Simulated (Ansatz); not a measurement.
GaH3OF: geometry relaxation (part 1 of 2)

System: GaH3OF, multiplicity 2.
Method: UKS B3LYP/def2-SVP (Ansatz 0.2.0).

The input holds or restrains some coordinates. Forces given for the steps count only the free coordinates. It belongs to a series of runs on one base structure; here: pulled along the bonds that form and break, towards end A.

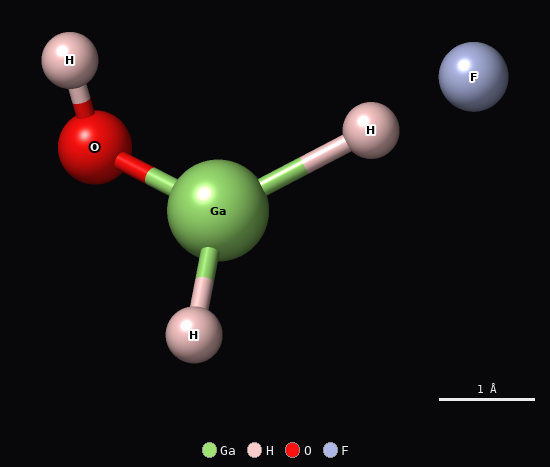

*The input geometry (ball-and-stick view, seen at a tilt). Sticks mark near contacts.*

**Input file**
```yaml
crystal:
  periodic: [false, false, false]
  atoms:
    - { symbol: Ga, position_ang: [0.0, 0.0, 0.0] }
    - { symbol: H, position_ang: [0.0, 0.0, 1.82] }
    - { symbol: H, position_ang: [1.3596, 0.0, -0.785] }
    - { symbol: O, position_ang: [-1.5501, 0.0, -0.895] }
    - { symbol: H, position_ang: [-2.0598, -0.8467, -0.6865] }
    - { symbol: F, position_ang: [0.0, 0.0, 3.04] }
magnetization:
  spin_polarized: true
  initial_magnetization: 1
basis:
  gaussian: { orbitals: def2-SVP }
hamiltonian:
  xc: b3lyp
relax:
  f_tol: 0.15
  max_steps: 25
  restrain:
    - { distance: [1, 5], at: 2.12, k: 30.0 }
    - { distance: [0, 1], at: 1.57, k: 30.0 }
output:
  orbitals: {}
```

Launch command:
```bash
ansatz run input.yaml --threads 2 --pin off --max-ram 3072MiB --backend cpu --events-out ev --progress --plain --runs-dir out
```

**Output**
```
The last accepted step is kept in [file] (removed where the run ends without a failure and the disk answers)
Engine: ansatz 0.2.0, aarch64-unknown-linux-gnu
Functional definition: B3LYP
  parameter a0 = 0.2
  parameter ax = 0.72
  parameter ac = 0.81
  exchange = (1 - a0 - ax)*slater_x + ax*b88_x + a0*exact_x
  correlation = (1 - ac)*vwn_rpa_c + ac*lyp_c
786 factors; integrals over basis functions are off by at most 3.9e-4 eV
mean field evaluation 1: about -57172.2781 eV, gradient 4.7e1 eV
mean field evaluation 2: about -57112.9317 eV, gradient 1.2e2 eV
mean field evaluation 4: about -57179.4160 eV, gradient 1.2e1 eV
mean field evaluation 8: about -57179.8935 eV, gradient 2.4e-1 eV
mean field evaluation 16: about -57179.8939 eV, gradient 1.3e-4 eV
mean field -57179.89391380 eV, -2101.3223434079 hartree, gradient 4.6e-5 eV, S^2 0.756667; 0 other end points of the search recorded, 0 dependent functions left out
the calculation of the forces begins
reference -57179.89413189 eV, -2101.3223514227 hartree; 26, 25 occupied and 49, 50 virtual orbitals, 786 factors
relax step   1: F+E_penalty+E_count = -57179.89391380 eV  Δ(F+E_penalty+E_count) = +0.000e0 eV  max|allowed force component| = 3.262e0 eV/Å  E_restraint = 13.08750000 eV  max|allowed force component, restraints' pulls added| = 3.124e1 eV/Å  Δτ_max = 0.0000 Å  (30 SCF iters, accepted)
  distance H 1 - F 5 = 1.2200 Å
  distance Ga 0 - H 1 = 1.8200 Å
these checks for a lower state are left out or cut short: starts, cluster_reference, orbital_swaps, neighbouring_geometries, increment
786 factors; integrals over basis functions are off by at most 6.0e-4 eV
mean field -57179.14798833 eV, -2101.2949311526 hartree, gradient 1.5e-5 eV, S^2 0.757031; 0 other end points of the search recorded, 0 dependent functions left out
[... from here on the field's lines of each further geometry are left out, up to the last ...]
relax step   2: F+E_penalty+E_count = -57179.14798833 eV  Δ(F+E_penalty+E_count) = +7.459e-1 eV  max|allowed force component| = 1.420e0 eV/Å  E_restraint = 4.07464683 eV  max|allowed force component, restraints' pulls added| = 1.541e1 eV/Å  Δτ_max = 0.1985 Å  (44 SCF iters, accepted)
relax step   3: F+E_penalty+E_count = -57178.78412489 eV  Δ(F+E_penalty+E_count) = +3.639e-1 eV  max|allowed force component| = 1.884e0 eV/Å  E_restraint = 0.54483375 eV  max|allowed force component, restraints' pulls added| = 4.753e0 eV/Å  Δτ_max = 0.1949 Å  (63 SCF iters, accepted)
relax step   4: F+E_penalty+E_count = -57178.73868039 eV  Δ(F+E_penalty+E_count) = +4.544e-2 eV  max|allowed force component| = 1.624e0 eV/Å  E_restraint = 0.00530662 eV  max|allowed force component, restraints' pulls added| = 1.624e0 eV/Å  Δτ_max = 0.1915 Å  (67 SCF iters, accepted)
relax step   5: F+E_penalty+E_count = -57178.87952310 eV  Δ(F+E_penalty+E_count) = -1.408e-1 eV  max|allowed force component| = 7.005e-1 eV/Å  E_restraint = 0.00613477 eV  max|allowed force component, restraints' pulls added| = 3.240e-1 eV/Å  Δτ_max = 0.2000 Å  (62 SCF iters, accepted)
relax step   6: F+E_penalty+E_count = -57178.90120127 eV  Δ(F+E_penalty+E_count) = -2.168e-2 eV  max|allowed force component| = 6.831e-1 eV/Å  E_restraint = 0.00487863 eV  max|allowed force component, restraints' pulls added| = 2.207e-1 eV/Å  Δτ_max = 0.2000 Å  (63 SCF iters, accepted)
relax step   7: F+E_penalty+E_count = -57178.89200178 eV  Δ(F+E_penalty+E_count) = +9.199e-3 eV  max|allowed force component| = 5.588e-1 eV/Å  E_restraint = 0.02116222 eV  max|allowed force component, restraints' pulls added| = 1.466e0 eV/Å  Δτ_max = 0.1912 Å  (66 SCF iters, rejected (line search))
relax step   8: F+E_penalty+E_count = -57178.91045136 eV  Δ(F+E_penalty+E_count) = -9.250e-3 eV  max|allowed force component| = 6.740e-1 eV/Å  E_restraint = 0.00407150 eV  max|allowed force component, restraints' pulls added| = 1.568e-1 eV/Å  Δτ_max = 0.0956 Å  (61 SCF iters, accepted)
relax step   9: F+E_penalty+E_count = -57178.91874545 eV  Δ(F+E_penalty+E_count) = -8.294e-3 eV  max|allowed force component| = 6.309e-1 eV/Å  E_restraint = 0.00221069 eV  max|allowed force component, restraints' pulls added| = 3.797e-1 eV/Å  Δτ_max = 0.0975 Å  (98 SCF iters, accepted)
relax step  10: F+E_penalty+E_count = -57178.94143014 eV  Δ(F+E_penalty+E_count) = -2.268e-2 eV  max|allowed force component| = 6.039e-1 eV/Å  E_restraint = 0.00170927 eV  max|allowed force component, restraints' pulls added| = 5.647e-1 eV/Å  Δτ_max = 0.1468 Å  (65 SCF iters, accepted)
relax step  11: F+E_penalty+E_count = -57178.95458896 eV  Δ(F+E_penalty+E_count) = -1.316e-2 eV  max|allowed force component| = 6.208e-1 eV/Å  E_restraint = 0.00175287 eV  max|allowed force component, restraints' pulls added| = 4.749e-1 eV/Å  Δτ_max = 0.0489 Å  (60 SCF iters, accepted)
relax step  12: F+E_penalty+E_count = -57178.99380661 eV  Δ(F+E_penalty+E_count) = -3.922e-2 eV  max|allowed force component| = 7.078e-1 eV/Å  E_restraint = 0.01756970 eV  max|allowed force component, restraints' pulls added| = 1.056e0 eV/Å  Δτ_max = 0.1953 Å  (67 SCF iters, accepted)
relax step  13: F+E_penalty+E_count = -57179.11660528 eV  Δ(F+E_penalty+E_count) = -1.228e-1 eV  max|allowed force component| = 7.914e-1 eV/Å  E_restraint = 0.02797883 eV  max|allowed force component, restraints' pulls added| = 6.881e-1 eV/Å  Δτ_max = 0.1950 Å  (50 SCF iters, accepted)
relax step  14: F+E_penalty+E_count = -57179.19792440 eV  Δ(F+E_penalty+E_count) = -8.132e-2 eV  max|allowed force component| = 9.144e-1 eV/Å  E_restraint = 0.01532270 eV  max|allowed force component, restraints' pulls added| = 1.267e0 eV/Å  Δτ_max = 0.1993 Å  (50 SCF iters, accepted)
relax step  15: F+E_penalty+E_count = -57179.39746510 eV  Δ(F+E_penalty+E_count) = -1.995e-1 eV  max|allowed force component| = 1.257e0 eV/Å  E_restraint = 0.00630178 eV  max|allowed force component, restraints' pulls added| = 1.292e0 eV/Å  Δτ_max = 0.1943 Å  (46 SCF iters, accepted)
relax step  16: F+E_penalty+E_count = -57179.73769265 eV  Δ(F+E_penalty+E_count) = -3.402e-1 eV  max|allowed force component| = 1.735e0 eV/Å  E_restraint = 0.01579482 eV  max|allowed force component, restraints' pulls added| = 1.513e0 eV/Å  Δτ_max = 0.1949 Å  (43 SCF iters, accepted)
relax step  17: F+E_penalty+E_count = -57180.31647467 eV  Δ(F+E_penalty+E_count) = -5.788e-1 eV  max|allowed force component| = 1.727e0 eV/Å  E_restraint = 0.07551181 eV  max|allowed force component, restraints' pulls added| = 1.502e0 eV/Å  Δτ_max = 0.1949 Å  (43 SCF iters, accepted)
relax step  18: F+E_penalty+E_count = -57180.33013943 eV  Δ(F+E_penalty+E_count) = -1.366e-2 eV  max|allowed force component| = 4.042e0 eV/Å  E_restraint = 0.20605725 eV  max|allowed force component, restraints' pulls added| = 3.719e0 eV/Å  Δτ_max = 0.1953 Å  (42 SCF iters, rejected (line search))
relax step  19: F+E_penalty+E_count = -57180.48848533 eV  Δ(F+E_penalty+E_count) = -1.720e-1 eV  max|allowed force component| = 1.504e0 eV/Å  E_restraint = 0.02018703 eV  max|allowed force component, restraints' pulls added| = 1.085e0 eV/Å  Δτ_max = 0.0951 Å  (37 SCF iters, accepted)
relax step  20: F+E_penalty+E_count = -57180.56951552 eV  Δ(F+E_penalty+E_count) = -8.103e-2 eV  max|allowed force component| = 1.257e0 eV/Å  E_restraint = 0.01757027 eV  max|allowed force component, restraints' pulls added| = 5.241e-1 eV/Å  Δτ_max = 0.1000 Å  (35 SCF iters, accepted)
relax step  21: F+E_penalty+E_count = -57180.63182812 eV  Δ(F+E_penalty+E_count) = -6.231e-2 eV  max|allowed force component| = 1.332e0 eV/Å  E_restraint = 0.02055619 eV  max|allowed force component, restraints' pulls added| = 5.712e-1 eV/Å  Δτ_max = 0.1497 Å  (33 SCF iters, accepted)
relax step  22: F+E_penalty+E_count = -57180.63920223 eV  Δ(F+E_penalty+E_count) = -7.374e-3 eV  max|allowed force component| = 1.350e0 eV/Å  E_restraint = 0.02060186 eV  max|allowed force component, restraints' pulls added| = 2.546e-1 eV/Å  Δτ_max = 0.0400 Å  (36 SCF iters, accepted)
relax step  23: F+E_penalty+E_count = -57180.65166227 eV  Δ(F+E_penalty+E_count) = -1.246e-2 eV  max|allowed force component| = 1.309e0 eV/Å  E_restraint = 0.02763753 eV  max|allowed force component, restraints' pulls added| = 4.007e-1 eV/Å  Δτ_max = 0.0645 Å  (34 SCF iters, accepted)
the calculation of the forces begins
reference -57180.64990753 eV, -2101.3501256652 hartree; 26, 25 occupied and 49, 50 virtual orbitals, 786 factors
relax step  24: F+E_penalty+E_count = -57180.64968381 eV  Δ(F+E_penalty+E_count) = +1.978e-3 eV  max|allowed force component| = 1.315e0 eV/Å  E_restraint = 0.02285276 eV  max|allowed force component, restraints' pulls added| = 7.370e-2 eV/Å  Δτ_max = 0.0174 Å  (32 SCF iters, accepted)
  distance H 1 - F 5 = 2.1327 Å
  distance Ga 0 - H 1 = 1.6069 Å
786 factors; integrals over basis functions are off by at most 7.2e-4 eV
mean field evaluation 224: about -57178.3124 eV, gradient 2.4e1 eV
```

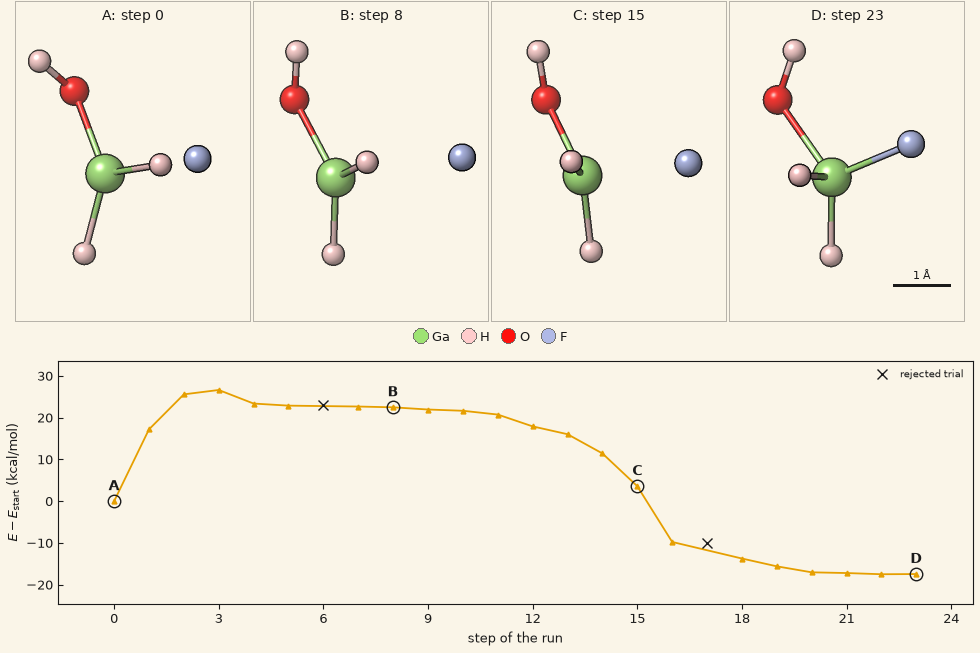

*Frames of the restrained relaxation (ball-and-stick view, seen at a tilt) above the curves, on which the letters mark them (the first geometry is step 0 here and step 1 in the log).*

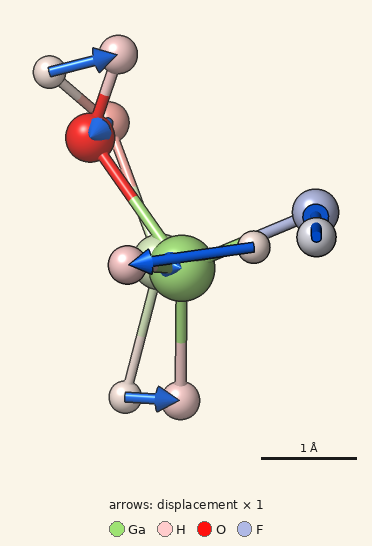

*Start (faint) and end (solid) with the displacements as blue arrows, at true length (ball-and-stick view, seen at a tilt). The two geometries are laid on each other by the best rigid fit.*

Over 23 geometry steps the energy falls by 17.4 kcal/mol. The largest force component goes from 3.3 to 1.3 eV/Å. The line search rejected the trial steps at points 6, 17 (counted from 0) and went back. The largest move after the best rigid fit is that of H2, 1.37 Å. Largest moves by element: H 1.37 Å, F 1.35 Å, O 0.52 Å, Ga 0.37 Å. Among the contacts that change: Ga1–F6 3.040 → 1.789 Å, Ga1–H2 1.820 → 1.607 Å, O4–H5 1.010 → 0.969 Å, Ga1–O4 1.790 → 1.816 Å. New bonds form: Ga1–F6 (3.04 → 1.79 Å). Among the angles that change: H2–Ga1–O4 120.0° → 98.7°, Ga1–O4–H5 109.5° → 114.0°, H2–Ga1–H3 120.0° → 115.8°. (Atoms are counted from 1 in the order of the input.)

```
mean field -57180.64968381 eV, -2101.3501174437 hartree, gradient 5.8e-5 eV, S^2 0.757487; 1 other end points of the search recorded, 0 dependent functions left out
the calculation of the forces begins
reference -57180.64990753 eV, -2101.3501256652 hartree; 26, 25 occupied and 49, 50 virtual orbitals, 786 factors
Total energy: -57180.64990753 eV, -2101.3501256652 hartree
Atom 0 at     0.102400     0.024183     0.378541 Å, force    -0.061121     0.934849    -0.616354 eV/Å
Atom 1 at     0.109187    -1.353760     1.205238 Å, force     0.098498    -1.314774     0.423765 eV/Å
Atom 2 at     1.454763     0.424851    -0.280645 Å, force     0.000172     0.001491     0.005917 eV/Å
Atom 3 at    -1.359364    -0.282859    -0.654777 Å, force     0.073704     0.019308     0.032199 eV/Å
Atom 4 at    -2.200262    -0.219051    -0.177794 Å, force    -0.023484    -0.000286     0.010280 eV/Å
Atom 5 at    -0.357024     0.559937     2.022937 Å, force    -0.087769     0.359412     0.144194 eV/Å
Dipole moment:    -0.030969    -0.130736    -0.107886 e Å
```

**Trajectory as extended XYZ (Å, eV, eV/Å), 24 frames, from step=1 to step=24**
```
6
Properties=species:S:1:pos:R:3:forces:R:3 step=1 energy=-57179.89391
Ga    0.0000    0.0000    0.0000    0.1383   0.0020   0.0792
H     0.0000    0.0000    1.8200   -0.0545   0.0076   3.2625
H     1.3596    0.0000   -0.7850    0.2089   0.1169  -0.1238
O    -1.5501    0.0000   -0.8950   -0.9049  -1.7680   0.2977
H    -2.0598   -0.8467   -0.6865    0.6089   1.6580  -0.3730
F     0.0000    0.0000    3.0400    0.0033  -0.0166  -3.1426
6
Properties=species:S:1:pos:R:3:forces:R:3 step=2 energy=-57179.14799
Ga    0.0071   -0.0109    0.0103    0.2659   0.0374  -0.3356
H    -0.0080   -0.0008    1.6217   -0.0991  -0.0215   1.4201
H     1.3728    0.0209   -0.7864   -0.1503   0.1059   0.0742
O    -1.5356   -0.0367   -0.9093   -0.1580  -0.8985   0.2930
H    -2.0853   -0.8155   -0.6649    0.1490   0.7899  -0.1637
F    -0.0013   -0.0038    3.2221   -0.0074  -0.0131  -1.2880
6
Properties=species:S:1:pos:R:3:forces:R:3 step=3 energy=-57178.78412
Ga    0.0186   -0.0096   -0.0352    0.1172  -0.0089  -0.8214
H    -0.0140   -0.0009    1.4796   -0.1277  -0.0225   1.8837
H     1.3729    0.0242   -0.7901    0.1269   0.1249  -0.2468
O    -1.5388   -0.0498   -0.9126    0.1239  -0.2963  -0.1466
H    -2.0901   -0.8057   -0.6653   -0.2353   0.2115   0.0530
F     0.0010   -0.0050    3.4170   -0.0048  -0.0087  -0.7219
6
Properties=species:S:1:pos:R:3:forces:R:3 step=4 energy=-57178.73868
Ga    0.0461   -0.0232   -0.0889    0.1536   0.0217  -0.2529
H    -0.0573   -0.0071    1.4778   -0.0817  -0.0448   0.7873
H     1.4005    0.0834   -0.8654   -0.0601   0.0889  -0.0374
O    -1.4630   -0.1590   -1.0504   -1.5802  -1.6238   1.2921
H    -2.1733   -0.7164   -0.5577    1.5808   1.5611  -1.2191
F    -0.0033   -0.0244    3.5782   -0.0124  -0.0031  -0.5701
6
Properties=species:S:1:pos:R:3:forces:R:3 step=5 energy=-57178.87952
Ga    0.0962   -0.0803   -0.0615   -0.3136   0.0513  -0.1697
H    -0.0408   -0.0831    1.5065    0.0225  -0.0189   0.7005
H     1.3632    0.1895   -0.9242    0.0407  -0.0235   0.0090
O    -1.3970   -0.3401   -1.0119   -0.0446  -0.0674  -0.0670
H    -2.2588   -0.5465   -0.6195    0.2985   0.0820   0.0908
F    -0.0131    0.0137    3.6042   -0.0035  -0.0235  -0.5636
```
